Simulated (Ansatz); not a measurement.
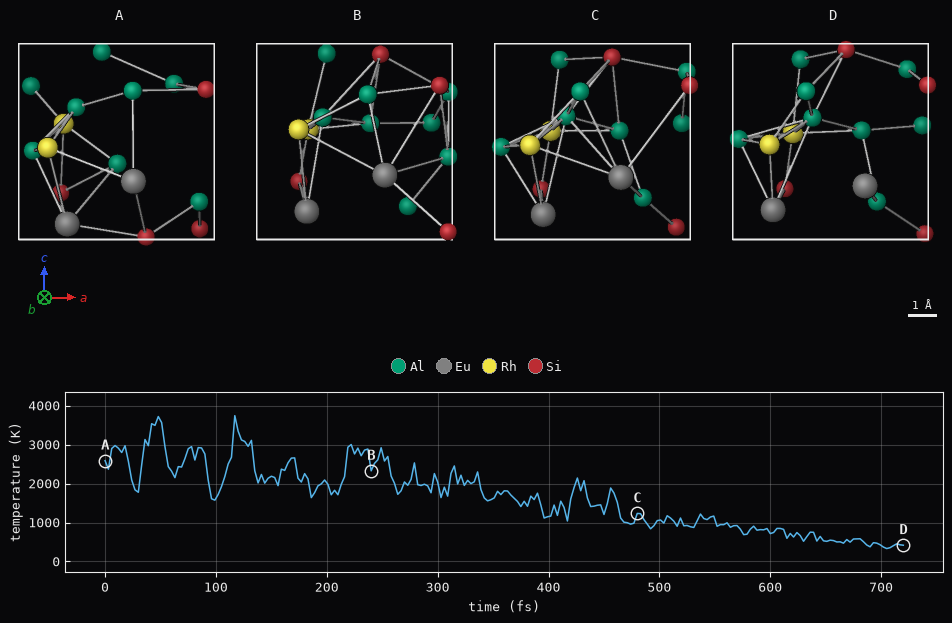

First-principles dynamics of an amorphous cell of composition EuAl$_{4}$Si$_{2}$Rh (16 atoms in the cell), 720 fs long. Frames (A at 0 fs, B at 240 fs, C at 480 fs, D at 720 fs) and the history of the run. The picture is a ball-and-stick view of the simulation cell, seen along the b axis. Atoms that leave the cell re-enter on the other side. Bonds to atoms that aren't drawn are left out.

Theory: Ansatz 0.2.0, DFT PBEsol, scalar-relativistic, plane waves, PAW. Settings: plane-wave cutoff 420 eV; k-point mesh 1 × 1 × 1; Gaussian smearing 0.1 eV; spin collinear; Langevin thermostat (NVT); set temperature 2760 K; time step 3 fs; friction 0.04 per fs.

Q: Describe the run.

A: Over the second half the temperature averages 999 K (spread ±429 K). The temperature is still falling (2124 K in the second quarter, 669 K in the last), so the run isn't equilibrated. The potential energy is still drifting at the end, so the run hasn't reached equilibrium. The potential energy in the second half lies on average 334 meV per atom below the first frame. The first frame is far from relaxed (forces up to 3.8 eV/Å), so much of the motion is the structure settling. The mean pressure there is −4.4 GPa. Root-mean-square distances from the starting positions over the second half, with the common drift of all atoms taken out: Al 1.19 Å, Eu 0.78 Å, Si 0.53 Å, Rh 0.50 Å. Against the typical shortest distance between atoms in the first frame, about 2.3 Å these are large excursions, but over 720 fs one can't yet tell strong vibration from the start of diffusion. Bond changes: one Si–Si bond forms at about 156 fs.

Limits of the set-up: the periodic images lie only 7.0 Å apart, so the values are limited by the cell's size; 4f states are treated without a Hubbard U.

The run took 6.5 min on 8 threads of Arm Neoverse V1, with other jobs on the host, peak memory 0.47 GiB.
